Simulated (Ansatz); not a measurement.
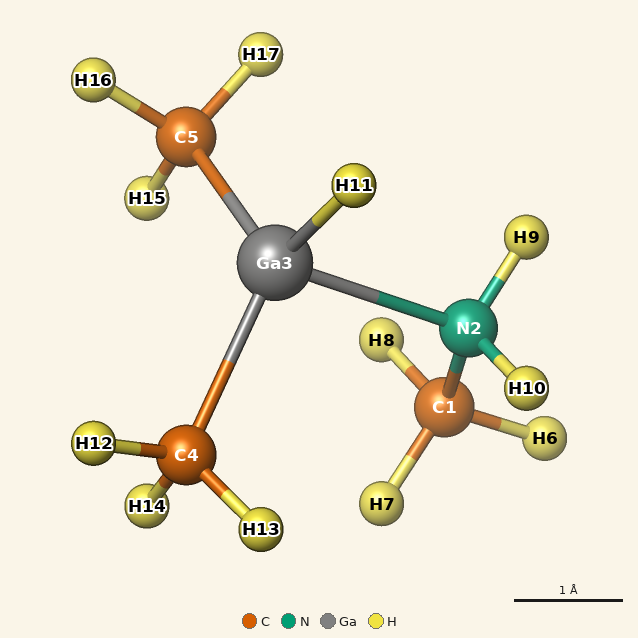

Orthographic view. Depth is shown by fading: the farther an atom, the more it takes the colour of the background. The geometry was computed by an optimisation with PBE0-D4/def2-TZVP. No frequency run is at hand to confirm it as a minimum.

Write the connection table.

C1: N2, H6, H7, H8
N2: C1, Ga3, H9, H10
Ga3: N2, C4, C5, H11
C4: Ga3, H12, H13, H14
C5: Ga3, H15, H16, H17
(terminal hydrogens appear only as neighbours)
